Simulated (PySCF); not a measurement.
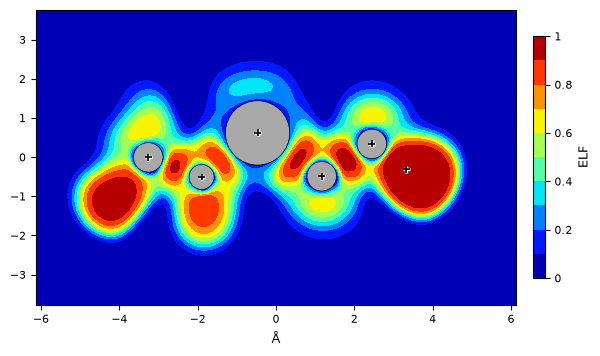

The electron localisation function on a plane through atoms (crosses mark nuclei in the plane; grey discs cover the cores).

Theory: B3LYP/def2-SVPD, SCF density, gas phase (PySCF 2.14.0).

Candidates:
A. C$_{4}$H$_{9}$OPSi
B. C$_{3}$H$_{11}$GeN (SMILES C[CH2][GeH2][NH]C)

Question: Which system is this?

Answer: Candidate B: C$_{3}$H$_{11}$GeN on the plane of atoms C1, C2 and Ge3, which holds C, Ge, N and H. C–N (1.45 Å): the ELF peaks at about 0.95 between the atoms: a shared electron pair. C–C (1.52 Å): the ELF peaks at about 0.95 between the atoms, as expected for a covalent bond.
